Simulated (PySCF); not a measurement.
# H₂Cl₂, a complex of two parts: interaction energy, part 3 of 3

PySCF 2.14.0. Atoms count from 0, parts from 1.

## 8. Coupled-cluster interaction energy: CCSD(T) and MP2, 2.21 Å

The job: settings as JSON, then the geometry in Å.

```
{"job": {"kind": "intercc", "basis": "aug-cc-pVDZ", "basis_mid": "aug-cc-pVTZ", "basis_large": "aug-cc-pVQZ"}, "charge": 0, "multiplicity": 1, "parts": [{"atoms": "0-1", "charge": 0, "multiplicity": 1}, {"atoms": "2-3", "charge": 0, "multiplicity": 1}]}
Cl     0.210086     0.517294     0.083850
H      0.075188    -0.756580     0.199244
Cl    -0.226171    -2.805272     0.981315
H     -0.338409    -2.275560     2.142521
```

Method: CCSD(T)/aug-cc-pVDZ and MP2/aug-cc-pVTZ, aug-cc-pVQZ counterpoise interaction energy, frozen core, gas phase.

What it wrote:

```text
part 1, own basis, geometry of the cluster: E = -460.1073962186 (as before)

part 2, own basis, geometry of the cluster: E = -460.1074964383 (as before)

part 1, own basis, relaxed alone: E = -460.1075273092 (as before)

part 2, own basis, relaxed alone: E = -460.1075273092 (as before)

cluster
final grid: 4488 points
cycle   1  E = -920.2114701466  dE = -5.173e-03  |g| = 2.727e-02  |ddm| = 3.959e-01
cycle   2  E = -920.2118788868  dE = -4.087e-04  |g| = 8.777e-03  |ddm| = 7.015e-02
cycle   3  E = -920.2119331320  dE = -5.425e-05  |g| = 3.230e-03  |ddm| = 2.064e-02
cycle   4  E = -920.2119403077  dE = -7.176e-06  |g| = 8.168e-04  |ddm| = 8.242e-03
cycle   5  E = -920.2119408483  dE = -5.406e-07  |g| = 2.181e-04  |ddm| = 2.081e-03
cycle   6  E = -920.2119408796  dE = -3.136e-08  |g| = 4.938e-05  |ddm| = 5.141e-04
cycle   7  E = -920.2119408815  dE = -1.849e-09  |g| = 1.134e-05  |ddm| = 1.384e-04
cycle   8  E = -920.2119408816  dE = -1.205e-10  |g| = 3.783e-06  |ddm| = 3.368e-05
converged SCF energy = -920.2119408816

part 1 in the basis of the cluster
final grid: 4488 points
cycle   1  E = -460.1074283253  dE = -3.124e-05  |g| = 9.610e-04  |ddm| = 1.337e-01
cycle   2  E = -460.1074286717  dE = -3.463e-07  |g| = 1.283e-04  |ddm| = 1.461e-02
cycle   3  E = -460.1074286804  dE = -8.716e-09  |g| = 1.213e-05  |ddm| = 2.186e-03
cycle   4  E = -460.1074286805  dE = -8.595e-11  |g| = 3.203e-06  |ddm| = 1.076e-04
converged SCF energy = -460.1074286805

part 2 in the basis of the cluster
final grid: 4488 points
cycle   1  E = -460.1075628039  dE = -6.744e-05  |g| = 1.792e-03  |ddm| = 1.886e-01
cycle   2  E = -460.1075640502  dE = -1.246e-06  |g| = 2.800e-04  |ddm| = 2.590e-02
cycle   3  E = -460.1075640908  dE = -4.058e-08  |g| = 2.512e-05  |ddm| = 4.790e-03
cycle   4  E = -460.1075640912  dE = -4.299e-10  |g| = 4.826e-06  |ddm| = 2.479e-04
converged SCF energy = -460.1075640912

Interaction energy (kcal/mol)
  counterpoise       -1.261
  uncorrected        -1.875
  dispersion part     0.000
  deformation         0.050
  binding            -1.211

Decomposition of the uncorrected value (kcal/mol)
  electrostatic      -5.105
  Pauli              10.499
  orbital            -3.541
  dispersion          0.000
  correlation        -3.727

Charge of each part in the cluster: -0.020 0.020
part 1, own basis, geometry of the cluster: E = -460.1111614240 (as before)

part 2, own basis, geometry of the cluster: E = -460.1112722315 (as before)

part 1, own basis, relaxed alone: E = -460.1113072585 (as before)

part 2, own basis, relaxed alone: E = -460.1113072585 (as before)

cluster
final grid: 4488 points
cycle   1  E = -920.2189177771  dE = -5.158e-03  |g| = 2.805e-02  |ddm| = 4.245e-01
cycle   2  E = -920.2193353828  dE = -4.176e-04  |g| = 9.173e-03  |ddm| = 6.786e-02
cycle   3  E = -920.2193901769  dE = -5.479e-05  |g| = 3.483e-03  |ddm| = 2.234e-02
cycle   4  E = -920.2193986080  dE = -8.431e-06  |g| = 8.571e-04  |ddm| = 9.930e-03
cycle   5  E = -920.2193991877  dE = -5.797e-07  |g| = 2.493e-04  |ddm| = 2.690e-03
cycle   6  E = -920.2193992276  dE = -3.991e-08  |g| = 5.509e-05  |ddm| = 6.961e-04
cycle   7  E = -920.2193992298  dE = -2.175e-09  |g| = 1.189e-05  |ddm| = 1.723e-04
cycle   8  E = -920.2193992299  dE = -1.310e-10  |g| = 3.989e-06  |ddm| = 4.248e-05
converged SCF energy = -920.2193992299

part 1 in the basis of the cluster
final grid: 4488 points
cycle   1  E = -460.1111722526  dE = -9.661e-06  |g| = 5.525e-04  |ddm| = 1.523e-01
cycle   2  E = -460.1111724029  dE = -1.503e-07  |g| = 8.016e-05  |ddm| = 1.680e-02
cycle   3  E = -460.1111724069  dE = -3.971e-09  |g| = 5.481e-06  |ddm| = 2.562e-03
cycle   4  E = -460.1111724069  dE = -1.893e-11  |g| = 1.029e-06  |ddm| = 7.478e-05
converged SCF energy = -460.1111724069

part 2 in the basis of the cluster
final grid: 4488 points
cycle   1  E = -460.1112945406  dE = -2.291e-05  |g| = 9.410e-04  |ddm| = 2.453e-01
cycle   2  E = -460.1112949149  dE = -3.743e-07  |g| = 1.361e-04  |ddm| = 3.015e-02
cycle   3  E = -460.1112949257  dE = -1.076e-08  |g| = 1.214e-05  |ddm| = 4.957e-03
cycle   4  E = -460.1112949258  dE = -1.020e-10  |g| = 1.866e-06  |ddm| = 2.527e-04
converged SCF energy = -460.1112949258

Interaction energy (kcal/mol)
  counterpoise       -1.489
  uncorrected        -1.844
  dispersion part     0.000
  deformation         0.058
  binding            -1.430

Decomposition of the uncorrected value (kcal/mol)
  electrostatic      -5.095
  Pauli              10.538
  orbital            -3.539
  dispersion          0.000
  correlation        -3.748

Charge of each part in the cluster: -0.020 0.020
part 1 in the basis of the cluster: E(HF) = -460.092659332  E2 = -0.159685846  E(CCSD corr) = -0.176188625  (T) = -0.004021690
part 2 in the basis of the cluster: E(HF) = -460.092901316  E2 = -0.160017166  E(CCSD corr) = -0.176531131  (T) = -0.004055937
cluster: E(HF) = -920.182449982  E2 = -0.323495260  E(CCSD corr) = -0.355139278  (T) = -0.008546986

Counterpoise interaction energy (kcal/mol)
  hf_small                   1.952
  mp2_small                 -0.428
  ccsd_small                 0.434
  ccsdt_small                0.139
  hf_large                   1.925
  mp2_large                 -1.489
  hf_middle                  1.915
  mp2_middle                -1.261
  scs_mp2_large             -0.605
  mp2_limit                 -1.662
  ccsdt_less_mp2             0.567
  ccsdt_limit_estimate      -1.095
  bsse_mp2_large             0.355
```

Run time: 17 s. Hardware: 1 thread of Arm Neoverse V1, shared host; peak memory 0.52 GiB.

Contacts at this geometry (a selection, picked against the atoms' radii; other short pairs can be missing):

```
   atoms  distance (Å)  kind (by distance and angle)  angle (°)
H1···Cl2          2.21                 hydrogen bond        164
```

Differences are taken before rounding.

```
                 method  interaction energy (kcal/mol)  from CCSD(T), limit estimate (kcal/mol)
         HF/aug-cc-pVDZ                           1.95                                    +3.05
        MP2/aug-cc-pVDZ                          -0.43                                    +0.67
       CCSD/aug-cc-pVDZ                           0.43                                    +1.53
    CCSD(T)/aug-cc-pVDZ                           0.14                                    +1.23
         HF/aug-cc-pVQZ                           1.93                                    +3.02
        MP2/aug-cc-pVQZ                          -1.49                                    -0.39
    SCS-MP2/aug-cc-pVQZ                          -0.60                                    +0.49
      MP2, extrapolated                          -1.66                                    -0.57
CCSD(T), limit estimate                          -1.10                                        0
```

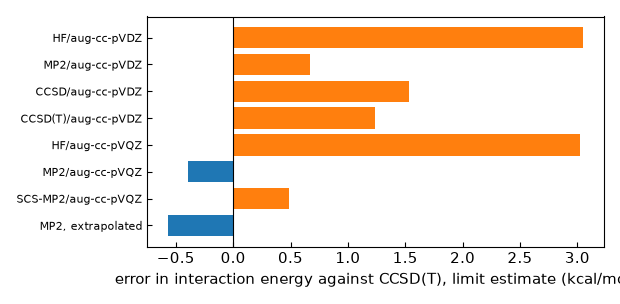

Error of each method against CCSD(T), limit estimate.

These energies keep the parts at their geometry in the cluster; deforming them to it costs 0.06 kcal/mol (MP2).

## 9. Coupled-cluster interaction energy: CCSD(T) and MP2, 3.69 Å

Same as in step 8 but for these lines:

```diff
@@ -3,3 +3,3 @@
 H      0.075188    -0.756580     0.199244
-Cl    -0.226171    -2.805272     0.981315
-H     -0.338409    -2.275560     2.142521
+Cl    -0.427076    -4.171067     1.502696
+H     -0.539314    -3.641354     2.663902
```

With the program's defaults for keys left out, this is: CCSD(T)/aug-cc-pVDZ and MP2/aug-cc-pVTZ, aug-cc-pVQZ counterpoise interaction energy, frozen core, gas phase.

What it wrote:

```text
part 1, own basis, geometry of the cluster: E = -460.1073962186 (as before)

part 2, own basis, geometry of the cluster: E = -460.1074964383 (as before)

part 1, own basis, relaxed alone: E = -460.1075273092 (as before)

part 2, own basis, relaxed alone: E = -460.1075273092 (as before)

cluster
final grid: 4488 points
cycle   1  E = -920.2157208394  dE = -1.184e-04  |g| = 4.055e-03  |ddm| = 8.523e-02
cycle   2  E = -920.2157287393  dE = -7.900e-06  |g| = 1.180e-03  |ddm| = 1.243e-02
cycle   3  E = -920.2157296176  dE = -8.783e-07  |g| = 4.190e-04  |ddm| = 2.692e-03
cycle   4  E = -920.2157297726  dE = -1.551e-07  |g| = 6.583e-05  |ddm| = 1.584e-03
cycle   5  E = -920.2157297758  dE = -3.189e-09  |g| = 1.304e-05  |ddm| = 2.108e-04
cycle   6  E = -920.2157297759  dE = -1.016e-10  |g| = 3.876e-06  |ddm| = 2.584e-05
converged SCF energy = -920.2157297759

part 1 in the basis of the cluster
final grid: 4488 points
cycle   1  E = -460.1074027038  dE = -6.377e-06  |g| = 3.981e-04  |ddm| = 4.710e-02
cycle   2  E = -460.1074027731  dE = -6.934e-08  |g| = 4.996e-05  |ddm| = 4.729e-03
cycle   3  E = -460.1074027745  dE = -1.409e-09  |g| = 3.977e-06  |ddm| = 6.356e-04
cycle   4  E = -460.1074027746  dE = -1.450e-11  |g| = 8.218e-07  |ddm| = 2.819e-05
converged SCF energy = -460.1074027746

part 2 in the basis of the cluster
final grid: 4488 points
cycle   1  E = -460.1075148231  dE = -1.902e-05  |g| = 8.296e-04  |ddm| = 5.787e-02
cycle   2  E = -460.1075151264  dE = -3.033e-07  |g| = 1.225e-04  |ddm| = 6.644e-03
cycle   3  E = -460.1075151349  dE = -8.572e-09  |g| = 1.055e-05  |ddm| = 1.245e-03
cycle   4  E = -460.1075151350  dE = -7.390e-11  |g| = 1.748e-06  |ddm| = 9.461e-05
converged SCF energy = -460.1075151350

Interaction energy (kcal/mol)
  counterpoise       -0.771
  uncorrected        -0.852
  dispersion part     0.000
  deformation         0.050
  binding            -0.721

Decomposition of the uncorrected value (kcal/mol)
  electrostatic      -0.511
  Pauli               0.066
  orbital            -0.080
  dispersion          0.000
  correlation        -0.326

Charge of each part in the cluster: -0.001 0.001
part 1, own basis, geometry of the cluster: E = -460.1111614240 (as before)

part 2, own basis, geometry of the cluster: E = -460.1112722315 (as before)

part 1, own basis, relaxed alone: E = -460.1113072585 (as before)

part 2, own basis, relaxed alone: E = -460.1113072585 (as before)

cluster
final grid: 4488 points
cycle   1  E = -920.2232396807  dE = -1.045e-04  |g| = 4.263e-03  |ddm| = 1.112e-01
cycle   2  E = -920.2232475449  dE = -7.864e-06  |g| = 1.309e-03  |ddm| = 1.626e-02
cycle   3  E = -920.2232484340  dE = -8.892e-07  |g| = 4.523e-04  |ddm| = 3.416e-03
cycle   4  E = -920.2232486180  dE = -1.840e-07  |g| = 6.885e-05  |ddm| = 1.915e-03
cycle   5  E = -920.2232486213  dE = -3.260e-09  |g| = 1.361e-05  |ddm| = 3.180e-04
cycle   6  E = -920.2232486214  dE = -1.047e-10  |g| = 4.195e-06  |ddm| = 3.758e-05
converged SCF energy = -920.2232486214

part 1 in the basis of the cluster
final grid: 4488 points
cycle   1  E = -460.1111650596  dE = -3.534e-06  |g| = 3.260e-04  |ddm| = 4.955e-02
cycle   2  E = -460.1111651196  dE = -5.998e-08  |g| = 4.772e-05  |ddm| = 5.597e-03
cycle   3  E = -460.1111651211  dE = -1.512e-09  |g| = 2.778e-06  |ddm| = 8.510e-04
cycle   4  E = -460.1111651211  dE = -7.049e-12  |g| = 3.528e-07  |ddm| = 2.133e-05
converged SCF energy = -460.1111651211

part 2 in the basis of the cluster
final grid: 4488 points
cycle   1  E = -460.1112791305  dE = -7.416e-06  |g| = 5.368e-04  |ddm| = 7.154e-02
cycle   2  E = -460.1112792800  dE = -1.496e-07  |g| = 8.785e-05  |ddm| = 7.175e-03
cycle   3  E = -460.1112792849  dE = -4.820e-09  |g| = 7.325e-06  |ddm| = 1.147e-03
cycle   4  E = -460.1112792849  dE = -3.649e-11  |g| = 1.006e-06  |ddm| = 7.876e-05
converged SCF energy = -460.1112792849

Interaction energy (kcal/mol)
  counterpoise       -0.781
  uncorrected        -0.826
  dispersion part     0.000
  deformation         0.058
  binding            -0.723

Decomposition of the uncorrected value (kcal/mol)
  electrostatic      -0.506
  Pauli               0.066
  orbital            -0.071
  dispersion          0.000
  correlation        -0.314

Charge of each part in the cluster: -0.001 0.001
part 1 in the basis of the cluster: E(HF) = -460.092591541  E2 = -0.159330344  E(CCSD corr) = -0.175821003  (T) = -0.003980254
part 2 in the basis of the cluster: E(HF) = -460.092635518  E2 = -0.159269741  E(CCSD corr) = -0.175744459  (T) = -0.003973945
cluster: E(HF) = -920.186092966  E2 = -0.318963276  E(CCSD corr) = -0.351801779  (T) = -0.007998465

Counterpoise interaction energy (kcal/mol)
  hf_small                  -0.543
  mp2_small                 -0.771
  ccsd_small                -0.692
  ccsdt_small               -0.719
  hf_large                  -0.505
  mp2_large                 -0.781
  hf_middle                 -0.509
  mp2_middle                -0.771
  scs_mp2_large             -0.700
  mp2_limit                 -0.792
  ccsdt_less_mp2             0.052
  ccsdt_limit_estimate      -0.740
  bsse_mp2_large             0.045
```

Run time: 16 s. Hardware: 1 thread of Arm Neoverse V1, shared host; peak memory 0.52 GiB.

Contacts at this geometry (a selection, picked against the atoms' radii; other short pairs can be missing):

```
   atoms  distance (Å)  kind (by distance and angle)  angle (°)
H1···Cl2          3.69  beyond van der Waals contact          –
```

```
                 method  interaction energy (kcal/mol)  from CCSD(T), limit estimate (kcal/mol)
         HF/aug-cc-pVDZ                          -0.54                                    +0.20
        MP2/aug-cc-pVDZ                          -0.77                                    -0.03
       CCSD/aug-cc-pVDZ                          -0.69                                    +0.05
    CCSD(T)/aug-cc-pVDZ                          -0.72                                    +0.02
         HF/aug-cc-pVQZ                          -0.50                                    +0.24
        MP2/aug-cc-pVQZ                          -0.78                                    -0.04
    SCS-MP2/aug-cc-pVQZ                          -0.70                                    +0.04
      MP2, extrapolated                          -0.79                                    -0.05
CCSD(T), limit estimate                          -0.74                                        0
```

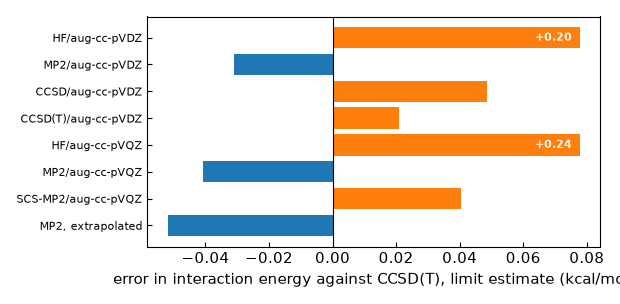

Error of each method against CCSD(T), limit estimate. Bars with a number in them are cut short.

These energies keep the parts at their geometry in the cluster; deforming them to it costs 0.06 kcal/mol (MP2).

## 10. Coupled-cluster interaction energy: CCSD(T) and MP2, 4.92 Å

Same as in step 9 but for these lines:

```diff
@@ -3,3 +3,3 @@
 H      0.075188    -0.756580     0.199244
-Cl    -0.427076    -4.171067     1.502696
-H     -0.539314    -3.641354     2.663902
+Cl    -0.594498    -5.309230     1.937180
+H     -0.706736    -4.779517     3.098386
```

With the program's defaults for keys left out, this is: CCSD(T)/aug-cc-pVDZ and MP2/aug-cc-pVTZ, aug-cc-pVQZ counterpoise interaction energy, frozen core, gas phase.

What it wrote:

```text
part 1, own basis, geometry of the cluster: E = -460.1073962186 (as before)

part 2, own basis, geometry of the cluster: E = -460.1074964383 (as before)

part 1, own basis, relaxed alone: E = -460.1075273092 (as before)

part 2, own basis, relaxed alone: E = -460.1075273092 (as before)

cluster
final grid: 4488 points
cycle   1  E = -920.2152009948  dE = -2.153e-05  |g| = 1.698e-03  |ddm| = 4.512e-02
cycle   2  E = -920.2152023011  dE = -1.306e-06  |g| = 4.777e-04  |ddm| = 5.563e-03
cycle   3  E = -920.2152024303  dE = -1.293e-07  |g| = 1.598e-04  |ddm| = 1.442e-03
cycle   4  E = -920.2152024530  dE = -2.268e-08  |g| = 2.586e-05  |ddm| = 8.310e-04
cycle   5  E = -920.2152024535  dE = -4.682e-10  |g| = 6.500e-06  |ddm| = 8.262e-05
converged SCF energy = -920.2152024535

part 1 in the basis of the cluster
final grid: 4488 points
cycle   1  E = -460.1073984773  dE = -2.221e-06  |g| = 1.867e-04  |ddm| = 1.933e-02
cycle   2  E = -460.1073984929  dE = -1.556e-08  |g| = 1.839e-05  |ddm| = 1.661e-03
cycle   3  E = -460.1073984931  dE = -1.888e-10  |g| = 1.275e-06  |ddm| = 1.837e-04
converged SCF energy = -460.1073984931

part 2 in the basis of the cluster
final grid: 4488 points
cycle   1  E = -460.1075005068  dE = -4.167e-06  |g| = 3.682e-04  |ddm| = 4.643e-02
cycle   2  E = -460.1075005986  dE = -9.175e-08  |g| = 6.644e-05  |ddm| = 3.010e-03
cycle   3  E = -460.1075006023  dE = -3.667e-09  |g| = 5.302e-06  |ddm| = 5.381e-04
cycle   4  E = -460.1075006023  dE = -2.410e-11  |g| = 9.955e-07  |ddm| = 7.130e-05
converged SCF energy = -460.1075006023

Interaction energy (kcal/mol)
  counterpoise       -0.238
  uncorrected        -0.259
  dispersion part     0.000
  deformation         0.050
  binding            -0.189

Decomposition of the uncorrected value (kcal/mol)
  electrostatic      -0.181
  Pauli               0.001
  orbital            -0.014
  dispersion          0.000
  correlation        -0.065

Charge of each part in the cluster: -0.000 0.000
part 1, own basis, geometry of the cluster: E = -460.1111614240 (as before)

part 2, own basis, geometry of the cluster: E = -460.1112722315 (as before)

part 1, own basis, relaxed alone: E = -460.1113072585 (as before)

part 2, own basis, relaxed alone: E = -460.1113072585 (as before)

cluster
final grid: 4488 points
cycle   1  E = -920.2227346155  dE = -1.700e-05  |g| = 1.760e-03  |ddm| = 6.346e-02
cycle   2  E = -920.2227358066  dE = -1.191e-06  |g| = 5.306e-04  |ddm| = 6.922e-03
cycle   3  E = -920.2227359301  dE = -1.236e-07  |g| = 1.687e-04  |ddm| = 1.234e-03
cycle   4  E = -920.2227359562  dE = -2.603e-08  |g| = 2.570e-05  |ddm| = 7.549e-04
cycle   5  E = -920.2227359566  dE = -4.036e-10  |g| = 6.471e-06  |ddm| = 1.148e-04
converged SCF energy = -920.2227359566

part 1 in the basis of the cluster
final grid: 4488 points
cycle   1  E = -460.1111628546  dE = -1.394e-06  |g| = 1.835e-04  |ddm| = 2.948e-02
cycle   2  E = -460.1111628762  dE = -2.163e-08  |g| = 2.527e-05  |ddm| = 2.908e-03
cycle   3  E = -460.1111628767  dE = -4.630e-10  |g| = 1.343e-06  |ddm| = 4.066e-04
converged SCF energy = -460.1111628767

part 2 in the basis of the cluster
final grid: 4488 points
cycle   1  E = -460.1112739267  dE = -1.815e-06  |g| = 2.177e-04  |ddm| = 6.001e-02
cycle   2  E = -460.1112739583  dE = -3.161e-08  |g| = 3.221e-05  |ddm| = 6.533e-03
cycle   3  E = -460.1112739591  dE = -8.307e-10  |g| = 2.279e-06  |ddm| = 9.045e-04
converged SCF energy = -460.1112739591

Interaction energy (kcal/mol)
  counterpoise       -0.239
  uncorrected        -0.249
  dispersion part     0.000
  deformation         0.058
  binding            -0.181

Decomposition of the uncorrected value (kcal/mol)
  electrostatic      -0.179
  Pauli               0.001
  orbital            -0.012
  dispersion          0.000
  correlation        -0.059

Charge of each part in the cluster: -0.000 0.000
part 1 in the basis of the cluster: E(HF) = -460.092577185  E2 = -0.159282529  E(CCSD corr) = -0.175771722  (T) = -0.003974533
part 2 in the basis of the cluster: E(HF) = -460.092615793  E2 = -0.159209060  E(CCSD corr) = -0.175682796  (T) = -0.003965419
cluster: E(HF) = -920.185509687  E2 = -0.318557650  E(CCSD corr) = -0.351486941  (T) = -0.007946532

Counterpoise interaction energy (kcal/mol)
  hf_small                  -0.199
  mp2_small                 -0.240
  ccsd_small                -0.219
  ccsdt_small               -0.223
  hf_large                  -0.188
  mp2_large                 -0.239
  hf_middle                 -0.190
  mp2_middle                -0.238
  scs_mp2_large             -0.221
  mp2_limit                 -0.242
  ccsdt_less_mp2             0.017
  ccsdt_limit_estimate      -0.225
  bsse_mp2_large             0.010
```

It took 16 s on 1 thread of Arm Neoverse V1, shared host; peak memory 0.52 GiB.

Contacts at this geometry (a selection, picked against the atoms' radii; other short pairs can be missing):

```
   atoms  distance (Å)  kind (by distance and angle)  angle (°)
H1···Cl2          4.92  beyond van der Waals contact          –
```

```
                 method  interaction energy (kcal/mol)  from CCSD(T), limit estimate (kcal/mol)
         HF/aug-cc-pVDZ                         -0.199                                   +0.026
        MP2/aug-cc-pVDZ                         -0.240                                   -0.015
       CCSD/aug-cc-pVDZ                         -0.219                                   +0.006
    CCSD(T)/aug-cc-pVDZ                         -0.223                                   +0.002
         HF/aug-cc-pVQZ                         -0.188                                   +0.037
        MP2/aug-cc-pVQZ                         -0.239                                   -0.014
    SCS-MP2/aug-cc-pVQZ                         -0.221                                   +0.004
      MP2, extrapolated                         -0.242                                   -0.017
CCSD(T), limit estimate                         -0.225                                        0
```

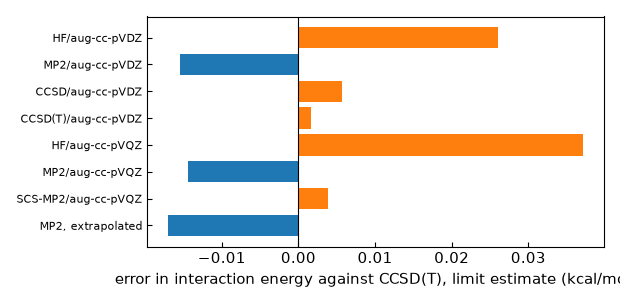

How far each level lands from CCSD(T), limit estimate.

These energies keep the parts at their geometry in the cluster; deforming them to it costs 0.06 kcal/mol (MP2).

## 11. The curve

Counterpoise interaction energies (kcal/mol):

```
H1···Cl2 (Å)     HF  MP2 limit  CCSD(T) estimate  time
        2.21   1.93      -1.66             -1.10  17 s
        2.34   0.76      -2.12             -1.68  17 s
        2.46   0.03      -2.27             -1.93  18 s
        2.58  -0.39      -2.24             -1.98  17 s
        2.71  -0.62      -2.11             -1.90  16 s
        3.07  -0.75      -1.53             -1.42  16 s
        3.69  -0.50      -0.79             -0.74  16 s
        4.92  -0.19      -0.24             -0.22  16 s
```

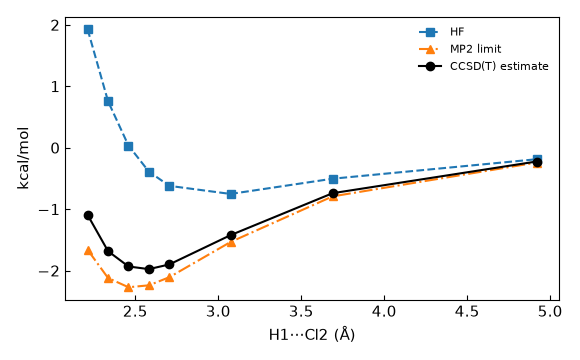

Interaction energy along the rigid scan.

## 12. Results

What follows sums up all 3 parts.

```
                            quantity                   value
rotational constants (main isotopes)  308.62, 2.07, 2.05 GHz
          CCSD(T) estimate at 2.21 Å          -1.10 kcal/mol
          CCSD(T) estimate at 2.34 Å          -1.68 kcal/mol
          CCSD(T) estimate at 2.46 Å          -1.93 kcal/mol
          CCSD(T) estimate at 2.58 Å          -1.98 kcal/mol
          CCSD(T) estimate at 2.71 Å          -1.90 kcal/mol
          CCSD(T) estimate at 3.07 Å          -1.42 kcal/mol
          CCSD(T) estimate at 3.69 Å          -0.74 kcal/mol
          CCSD(T) estimate at 4.92 Å          -0.22 kcal/mol
```

What this shows: Over 3 steps the energy fell by 0.022 eV; of the close pairs, Cl0–H1 changed most, 1.268 to 1.286 Å. No frequency check was run at this level, so the end point may be a saddle. Along the rigid scan the CCSD(T) estimate is lowest at 2.58 Å (-1.98 kcal/mol), where MP2 at the limit misses it by -0.26 and Hartree-Fock by +1.59.
